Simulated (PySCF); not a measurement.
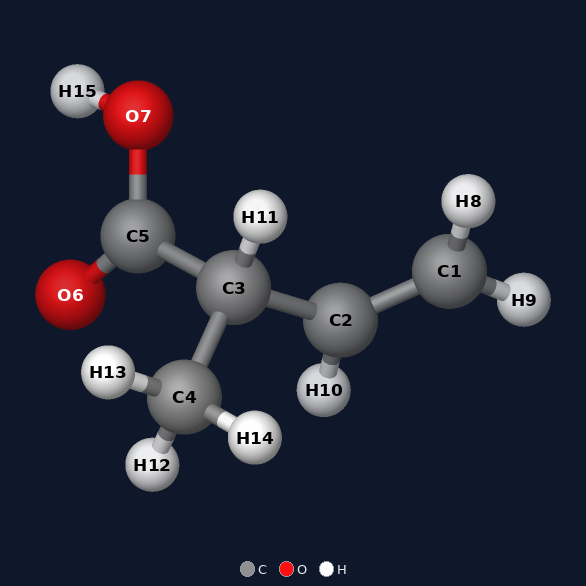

The computed structure is the end point of a PBE0-D3(BJ)/def2-SVP optimisation. No frequency run is at hand to confirm it as a minimum. Properties computed with delta-SCF UKS SCAN, pcX-2 on the ionised atom, pcseg-1 elsewhere, spin-free X2C (PySCF 2.14.0).

Give the core-electron binding energies (to vacuum) of C1 1s, C2 1s, C3 1s, C4 1s, C5 1s, O6 1s, O7 1s.

```json
{"atom": "C1", "level": "1s", "binding energy (eV)": "290.4"}
{"atom": "C2", "level": "1s", "binding energy (eV)": "290.8"}
{"atom": "C3", "level": "1s", "binding energy (eV)": "291.3"}
{"atom": "C4", "level": "1s", "binding energy (eV)": "290.8"}
{"atom": "C5", "level": "1s", "binding energy (eV)": "294.7"}
{"atom": "O6", "level": "1s", "binding energy (eV)": "537.8"}
{"atom": "O7", "level": "1s", "binding energy (eV)": "540.0"}
```
